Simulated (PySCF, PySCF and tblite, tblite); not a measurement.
# C₃H₆BF₂N: a path driven as rotation about a bond, and NMR exchange, part 2 of 2

PySCF and tblite. Atoms count from 0.

### Step 8. Shieldings, saddle of leg 1: B3LYP/pcSseg-1

What the job is given:

```
{"job": {"kind": "nmr", "xc": "B3LYP", "basis": "pcSseg-1", "pop": false}, "charge": 0, "multiplicity": 1}
C     -0.960822     0.706932     1.477613
C     -0.335915     0.143786     0.441936
B      0.573443     0.927363    -0.557709
N      1.441357     0.164344    -1.444325
C     -0.511559    -1.333981     0.188616
F     -0.987734    -2.010136     1.267115
F     -1.427205    -1.535328    -0.801495
H     -0.861374     1.760584     1.676008
H     -1.568695     0.139747     2.166256
H      0.534008     2.107701    -0.552091
H      1.256290     0.364183    -2.421050
H      2.422890     0.378045    -1.310017
H      0.425315    -1.813240    -0.130856
```

Log:

```text
coarse grid: 11304 points
cycle   1  E = -397.0038513259  dE =  7.863e-01  |g| = 8.145e-01  |ddm| = 3.109e+00
cycle   2  E = -396.8914569301  dE =  1.124e-01  |g| = 1.180e+00  |ddm| = 1.477e+00
cycle   3  E = -397.1204426186  dE = -2.290e-01  |g| = 7.729e-02  |ddm| = 9.056e-01
cycle   4  E = -397.1214151231  dE = -9.725e-04  |g| = 3.945e-02  |ddm| = 9.295e-02
cycle   5  E = -397.1217523898  dE = -3.373e-04  |g| = 8.499e-03  |ddm| = 3.744e-02
cycle   6  E = -397.1217639278  dE = -1.154e-05  |g| = 4.446e-03  |ddm| = 9.401e-03
cycle   7  E = -397.1217689477  dE = -5.020e-06  |g| = 8.931e-04  |ddm| = 3.884e-03
final grid: 111264 points
cycle   8  E = -397.1773489096  dE = -3.159e-05  |g| = 7.792e-03  |ddm| = 2.214e-02
cycle   9  E = -397.1773370212  dE =  1.189e-05  |g| = 1.122e-02  |ddm| = 1.487e-02
cycle  10  E = -397.1773609362  dE = -2.391e-05  |g| = 6.780e-04  |ddm| = 8.326e-03
cycle  11  E = -397.1773610150  dE = -7.878e-08  |g| = 2.764e-04  |ddm| = 7.425e-04
cycle  12  E = -397.1773610290  dE = -1.406e-08  |g| = 1.166e-04  |ddm| = 2.923e-04
cycle  13  E = -397.1773610321  dE = -3.024e-09  |g| = 2.591e-05  |ddm| = 9.653e-05
cycle  14  E = -397.1773610322  dE = -1.595e-10  |g| = 7.055e-06  |ddm| = 2.418e-05
converged SCF energy = -397.1773610322

GIAO shielding tensors (ppm)
atom      isotropic    diamagn.    paramagn.     s11        s22        s33       span
  0 C       26.482     251.709    -225.227    -98.387     12.375    165.457    263.844
  1 C       18.321     261.805    -243.484    -94.588     -3.778    153.328    247.916
  2 B       25.645     190.507    -164.862    -13.676     -3.950     94.560    108.236
  3 N      218.072     313.273     -95.201    140.244    210.353    303.619    163.375
  4 C       59.133     239.581    -180.448     43.504     52.921     80.973     37.469
  5 F      328.465     472.539    -144.074    216.542    347.705    421.147    204.605
  6 F      290.732     474.251    -183.520    186.897    326.605    358.693    171.796
  7 H       25.057      30.714      -5.657     21.684     25.237     28.251      6.567
  8 H       24.406      30.074      -5.668     19.841     23.985     29.392      9.550
  9 H       24.853      30.992      -6.139     23.151     24.503     26.904      3.753
 10 H       31.339      28.938       2.401     25.203     27.740     41.075     15.872
 11 H       31.418      29.024       2.394     25.535     27.295     41.424     15.889
 12 H       24.061      28.721      -4.661     20.437     23.475     28.270      7.833
```

Wall time 15 s (1 thread of Arm Neoverse V2, shared host); peak memory 0.74 GiB.

In short: HOMO -6.88 eV, LUMO -2.30 eV; dipole 3.04 D.

The fields below are evaluated on a grid from the run's orbitals.

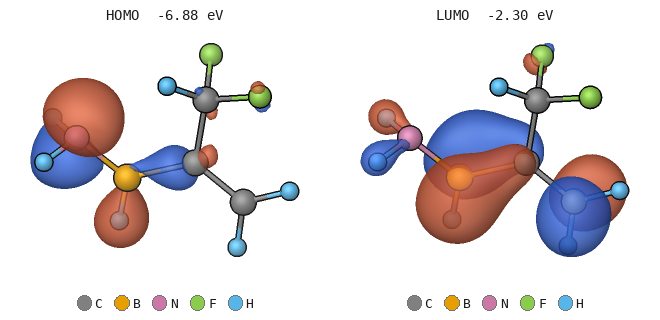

Frontier orbitals at B3LYP/pcSseg-1; each surface holds 70 % of the orbital's density, blue and red mark the sign.

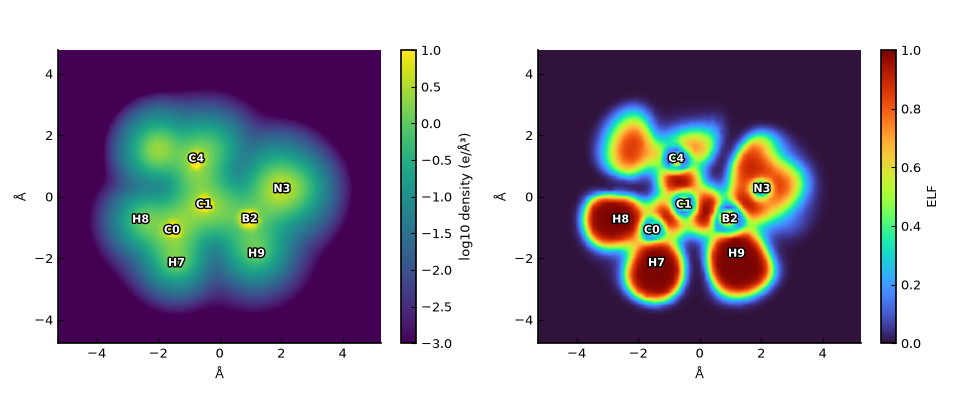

Density (left) and ELF (right) in a plane through or near 8 of the atoms.

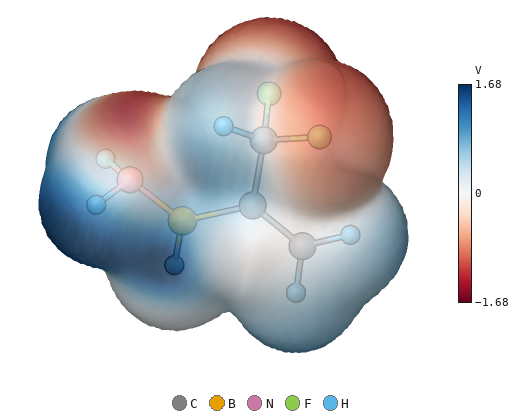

Electrostatic potential on the surface of density 0.002 e/bohr³; red is low, blue high. It runs from -1.13 V near F6 to 1.68 V near B2.

### Step 9. Single-point energy: B3LYP/pcSseg-1

What the job is given:

```
{"job": {"kind": "sp", "xc": "B3LYP", "basis": "pcSseg-1", "pop": false}, "charge": 0, "multiplicity": 1}
C     -0.964894     0.710669     1.489430
C     -0.314378     0.108774     0.493199
B      0.609105     0.891285    -0.517317
N      1.332790     0.252142    -1.598418
C     -0.470962    -1.382160     0.314017
F     -1.402389    -1.931948     1.131664
F     -0.872279    -1.684031    -0.954168
H     -0.865347     1.770879     1.644741
H     -1.607732     0.179048     2.175017
H      0.701373     2.052182    -0.378758
H      1.992515    -0.453787    -1.293736
H      0.712893    -0.222027    -2.246477
H      0.474886    -1.925611     0.487334
```

Log:

```text
coarse grid: 11304 points
cycle   1  E = -396.9961158000  dE =  7.959e-01  |g| = 8.240e-01  |ddm| = 3.117e+00
cycle   2  E = -396.8773511015  dE =  1.188e-01  |g| = 1.204e+00  |ddm| = 1.543e+00
cycle   3  E = -397.1155425309  dE = -2.382e-01  |g| = 8.996e-02  |ddm| = 9.328e-01
cycle   4  E = -397.1168636159  dE = -1.321e-03  |g| = 4.683e-02  |ddm| = 1.096e-01
cycle   5  E = -397.1173315684  dE = -4.680e-04  |g| = 1.383e-02  |ddm| = 4.497e-02
cycle   6  E = -397.1173752816  dE = -4.371e-05  |g| = 4.599e-03  |ddm| = 1.384e-02
cycle   7  E = -397.1173807682  dE = -5.487e-06  |g| = 7.398e-04  |ddm| = 3.896e-03
final grid: 111264 points
cycle   8  E = -397.1744622343  dE = -3.614e-05  |g| = 7.795e-03  |ddm| = 2.321e-02
cycle   9  E = -397.1744513182  dE =  1.092e-05  |g| = 1.120e-02  |ddm| = 1.463e-02
cycle  10  E = -397.1744739855  dE = -2.267e-05  |g| = 6.825e-04  |ddm| = 8.005e-03
cycle  11  E = -397.1744740650  dE = -7.957e-08  |g| = 2.265e-04  |ddm| = 6.721e-04
cycle  12  E = -397.1744740739  dE = -8.826e-09  |g| = 5.950e-05  |ddm| = 1.833e-04
cycle  13  E = -397.1744740744  dE = -5.315e-10  |g| = 2.280e-05  |ddm| = 5.052e-05
converged SCF energy = -397.1744740744
```

Wall time 5.2 s (1 thread of Arm Neoverse V2, shared host); peak memory 0.6 GiB.

In short: HOMO -6.67 eV, LUMO -2.29 eV; dipole 1.53 D.

### Step 10. Kinetics and line shapes

What the job is given:

```
{"job": {"smiles": "C=C(BN)C(F)F", "charge": 0, "mult": 1, "motion": "rotation", "what": "aminoborane", "atoms": [2, 3], "drives": [{"terms": [["t", [1, 2, 3, 10], 0.25], ["t", [1, 2, 3, 11], 0.25], ["t", [9, 2, 3, 10], 0.25], ["t", [9, 2, 3, 11], 0.25]], "by": 180, "n": 12}], "flip": [2, 3], "study": "path", "level": {"kind": "nmr", "xc": "B3LYP", "basis": "pcSseg-1"}, "fields": [300, 500, 600], "first": 5, "seed": 132, "kind": "path"}, "charge": 0, "multiplicity": 1}
C     -0.988287     0.704198     1.454395
C     -0.275049     0.149751     0.477720
B      0.750533     0.962721    -0.397387
N      1.270478     0.438294    -1.560555
C     -0.445142    -1.322407     0.200650
F     -1.399846    -1.915708     0.961101
F     -0.823562    -1.550778    -1.093311
H     -0.878112     1.748896     1.687085
H     -1.700728     0.151646     2.047269
H      1.079353     2.031206    -0.051363
H      1.001433    -0.450131    -1.950654
H      1.912844     0.937673    -2.152339
H      0.491697    -1.884874     0.359661
```

Log:

```text
stationary points (kcal/mol above the start)
  n  kind          group   xTB      DFT    lowest mode
  0  minimum      C1       0.00     0.00      51.2
  1  saddle       C1      25.00    28.81    -691.8
  2  saddle       C1      25.33    30.38    -720.1
  3  minimum      C1       0.00     0.00      51.5

GFN2-xTB energies: T/K, barrier G, reaction G (kcal/mol), k forward, k back (1/s)
 150.00    22.82    -0.00   4.24e-21   4.24e-21
 200.00    22.77    -0.00   1.38e-12   1.38e-12
 250.00    22.73    -0.00   1.87e-07   1.87e-07
 298.15    22.69    -0.00   0.000397   0.000397
 350.00    22.65    -0.00      0.147      0.147
 400.00    22.62    -0.00       10.5       10.5
 500.00    22.57    -0.00    4.2e+03   4.19e+03

B3LYP/pcSseg-1 + D3(BJ) energies: T/K, barrier G, reaction G (kcal/mol), k forward, k back (1/s)
 150.00    26.64    -0.00   9.67e-27   9.66e-27
 200.00    26.59    -0.00   7.36e-17   7.35e-17
 250.00    26.55    -0.00   6.62e-11   6.61e-11
 298.15    26.51    -0.00   4.82e-07   4.81e-07
 350.00    26.47    -0.00   0.000462   0.000461
 400.00    26.44    -0.00     0.0654     0.0653
 500.00    26.39    -0.00       69.5       69.3
```

Run time: 41 s. Hardware: 1 thread of Arm Neoverse V2, shared host; peak memory 0.74 GiB. This counts the whole study up to here.

Barriers by level (kcal/mol; entropies in cal/(mol K)). Zero-point and thermal terms come from xTB in every row. ΔG‡ leaves symmetry out; the rate counts equivalent paths (a factor of 2) and all 2 saddles; effective ΔG‡, where given, is the barrier that would give that rate by Eyring's equation alone:

```
                  level    ΔE‡  with zero-point    ΔH‡  ΔS‡  ΔG‡ (298 K)  ΔE of reaction  k at 298 K (1/s)  effective ΔG‡
               GFN2-xTB  25.00            22.91  22.93  0.8        22.69            0.00            0.0004          22.09
B3LYP/pcSseg-1 + D3(BJ)  28.81            26.73  26.75  0.8        26.51            0.00           4.8e-07          26.07
```

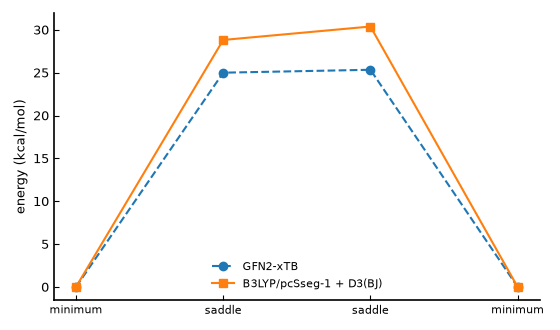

The xTB stationary points, at both levels.

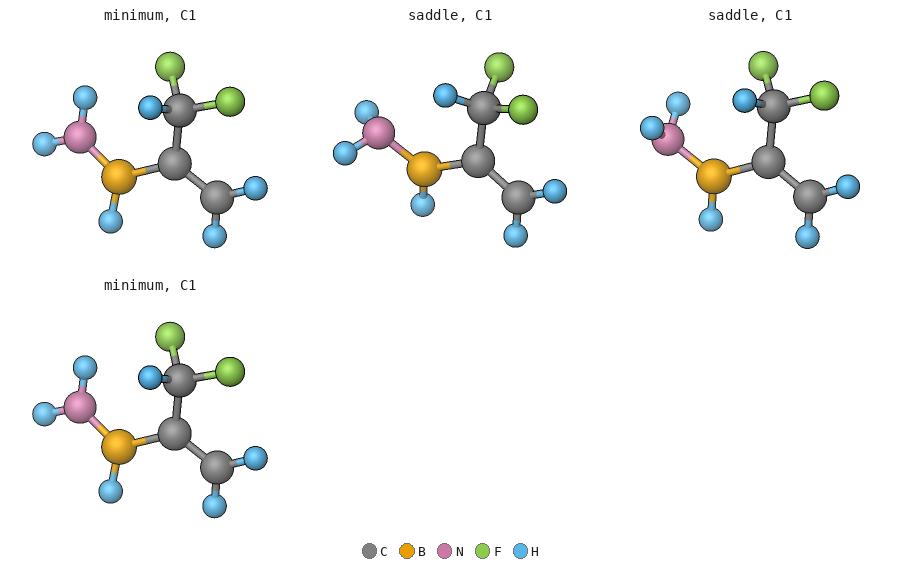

The stationary points in order.

Sites that the driver pairs across this motion, and where their lines would merge (no couplings; faster rotations or exchange between molecules can average them sooner):

```
nucleus  sites: shielding (ppm)  proton frequency (MHz)  spread (Hz)  coalescence (K)  lines at 298 K
     1H  H10: 27.17; H11: 27.48                     300           92              520               2
     1H  H10: 27.17; H11: 27.48                     500          154              530               2
     1H  H10: 27.17; H11: 27.48                     600          185              534               2
```

### Step 11. What came out

This closing draws on all 2 parts.

| quantity | value |
| --- | --- |
| barrier (B3LYP/pcSseg-1 + D3(BJ)) | ΔE‡ 28.8, ΔG‡(298 K) 26.5 kcal/mol |
| barrier (GFN2-xTB) | ΔE‡ 25.0 kcal/mol |
| rate at 298 K | 4.8e-07 s⁻¹ |
| end of the path | the start, renumbered or mirrored |
| coalescence of 1H H10 | 534 K at 600 MHz |

The barrier is 28.8 kcal/mol at the DFT level (xTB: 25.0); with thermal terms and the count of paths the DFT value gives a rate of 4.8e-07 s⁻¹ at 298 K. An error of 1.4 kcal/mol changes that rate tenfold. The 1H lines of H10 and its partners, 185 Hz apart at 600 MHz, merge at 534 K, so by this path alone the exchange at 298 K is slow for them; other paths were not followed.
